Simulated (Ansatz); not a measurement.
**BHLYP/STO-3G run of CH2AlN (SMILES N#[C][AlH2])**

What is the electronic atomisation energy of CH2AlN at BHLYP/STO-3G? 

Program for the calculation: Ansatz 0.2.0.

72 further runs of the same task are left out: 3 that didn't finish, 69 set aside as unsound or not needed.

## Step 1: The structure to begin with

The species is CH2AlN (5 atoms), meant as a singlet with charge 0. As SMILES, `N#[C][AlH2]`. The coordinates come from a PBE0-D4/def2-TZVP relaxation.

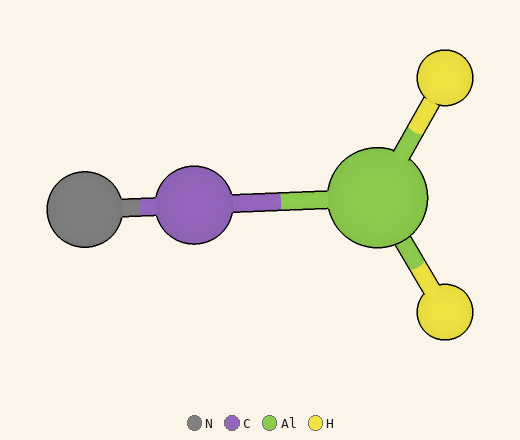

The structure, seen from a chosen angle (nitrogen grey, carbon purple, aluminium green, hydrogen yellow).

## Step 2: The energy at BHLYP/STO-3G

Input file run.yaml:

```yaml
crystal:
  periodic: [false, false, false]
  atoms:
    - {symbol: N, position_ang: [1.382300, -1.346000, 1.394200]}
    - {symbol: C, position_ang: [0.714200, -0.698000, 0.711800]}
    - {symbol: Al, position_ang: [-0.407200, 0.390000, -0.434600]}
    - {symbol: H, position_ang: [-1.629700, -0.322900, -1.120200]}
    - {symbol: H, position_ang: [-0.009700, 1.903200, -0.592600]}
basis:
  gaussian:
    orbitals: STO-3G
hamiltonian:
  xc: {name: BHLYP}
accuracy: high
```

The run is started by

```bash
$ ansatz run run.yaml --threads 1 --pin off --max-ram 2610MiB --events-out events.jsonl --progress --plain --runs-dir runs
```

Log:

```text
Warning: RAYON_NUM_THREADS=1 ignored (pool sized by the plan → 1); use --threads N
Functional definition: BHLYP
  name "BHLYP"
  parameter a = 0.5
  exchange = (1 - a)*b88_x + a*exact_x
  correlation = lyp_c
374 factors; integrals over basis functions are off by at most 9.3e-9 eV
mean field evaluation 1: about -9039.4898 eV, gradient 3.1e1 eV
mean field evaluation 2: about -9036.6892 eV, gradient 4.8e1 eV
mean field evaluation 4: about -9042.3482 eV, gradient 5.6e-1 eV
mean field evaluation 8: about -9042.2958 eV, gradient 5.5e-3 eV
mean field evaluation 16: about -9042.2958 eV, gradient 6.4e-8 eV
mean field -9042.29580003 eV, -332.2982415630 hartree, gradient 6.4e-8 eV, S^2 0.000000; 0 other end points of the search recorded, 0 dependent functions left out
reference -9042.29581833 eV, -332.2982422353 hartree; 14, 14 occupied and 7, 7 virtual orbitals, 374 factors
Total energy: -9042.29581833 eV, -332.2982422353 hartree
```

It took 1.1 s on 1 thread of Arm Neoverse V1, shared host; peak memory 0.096 GiB.

## Step 3: The Al atom at the same level

Input file job.yaml:

```yaml
crystal:
  periodic: [false, false, false]
  atoms:
    - {symbol: Al, position_ang: [0.000000, 0.000000, 0.000000]}
basis:
  gaussian: {orbitals: STO-3G}
magnetization: {spin_polarized: true, initial_magnetization: 1}
hamiltonian: {xc: {name: BHLYP}}
accuracy: high
```

Run the same way, it converges to -239.33024 Eh (log not shown).

## Step 4: The C atom at the same level

Input file run.yaml:

```yaml
crystal:
  periodic: [false, false, false]
  atoms:
    - {symbol: C, position_ang: [0.000000, 0.000000, 0.000000]}
basis:
  gaussian: {orbitals: STO-3G}
magnetization: {spin_polarized: true, initial_magnetization: 2}
hamiltonian: {xc: {name: BHLYP}}
accuracy: high
```

The run is started by

```bash
$ ansatz run run.yaml --threads 1 --pin off --max-ram 2610MiB --events-out events.jsonl --progress --plain --runs-dir runs
```

Log, cut to the lines that bear on the results:

```text
Warning: RAYON_NUM_THREADS=1 ignored (pool sized by the plan → 1); use --threads N
[... 5 set-up lines as earlier in the session ...]
15 factors; integrals over basis functions are off by at most 9.8e-10 eV
mean field evaluation 1: about -1016.2731 eV, gradient 7.8e-13 eV
mean field evaluation 2: about -1016.2731 eV, gradient 3.5e-12 eV
mean field -1016.27314326 eV, -37.3473491603 hartree, gradient 0.0e0 eV, S^2 2.000000; 0 other end points of the search recorded, 0 dependent functions left out
reference -1016.27315225 eV, -37.3473494904 hartree; 4, 2 occupied and 1, 3 virtual orbitals, 15 factors
Total energy: -1016.27315225 eV, -37.3473494904 hartree
```

Wall time 0.14 s (1 thread of Arm Neoverse V1, shared host).

## Step 5: The H atom at the same level

Input file job.yaml:

```yaml
crystal:
  periodic: [false, false, false]
  atoms:
    - symbol: H
      position_ang: [0.000000, 0.000000, 0.000000]
basis:
  gaussian: {orbitals: STO-3G}
accuracy: high
magnetization: {spin_polarized: true, initial_magnetization: 1}
hamiltonian: {xc: {name: BHLYP}}
```

Run the same way, it converges to -0.46466 Eh (log not shown).

## Step 6: The N atom, same level

Input file molecule.yaml:

```yaml
basis:
  gaussian:
    orbitals: STO-3G
crystal:
  periodic: [false, false, false]
  atoms:
    - {symbol: "N", position_ang: [0.000000, 0.000000, 0.000000]}
hamiltonian:
  xc: {name: BHLYP}
magnetization:
  spin_polarized: true
  initial_magnetization: 3
accuracy: high
```

The run is started by

```bash
$ ansatz run molecule.yaml --threads 1 --pin off --max-ram 2610MiB --events-out events.jsonl --progress --plain --runs-dir runs
```

Log, cut to the lines that bear on the results:

```text
Warning: RAYON_NUM_THREADS=1 ignored (pool sized by the plan → 1); use --threads N
[... 5 set-up lines as earlier in the session ...]
15 factors; integrals over basis functions are off by at most 1.1e-9 eV
mean field evaluation 1: about -1466.3155 eV, gradient 1.8e-9 eV
mean field evaluation 2: about -1466.3154 eV, gradient 1.2e-9 eV
mean field -1466.31544268 eV, -53.8860986141 hartree, gradient 0.0e0 eV, S^2 3.750000; 0 other end points of the search recorded, 0 dependent functions left out
reference -1466.31545218 eV, -53.8860989633 hartree; 5, 2 occupied and 0, 3 virtual orbitals, 15 factors
Total energy: -1466.31545218 eV, -53.8860989633 hartree
```

Run time: 0.16 s. Hardware: 1 thread of Arm Neoverse V1, shared host.

## Step 7: What came out

Level: BHLYP/STO-3G.

| quantity | value |
| --- | --- |
| molecule: total energy | -332.29824 Eh |
| Al atom: total energy | -239.33024 Eh |
| Al atom: ⟨S²⟩ | 0.750 |
| C atom: total energy | -37.34735 Eh |
| C atom: ⟨S²⟩ | 2.000 |
| H atom: total energy | -0.46466 Eh |
| H atom: ⟨S²⟩ | 0.750 |
| N atom: total energy | -53.88610 Eh |
| N atom: ⟨S²⟩ | 3.750 |
| electronic atomisation energy | 21.911 eV |

Taking the molecule apart into free atoms costs 21.91 eV (505 kcal/mol), before zero-point energy and without spin-orbit coupling. In a minimal basis such a difference can be off by several eV, whatever the method.
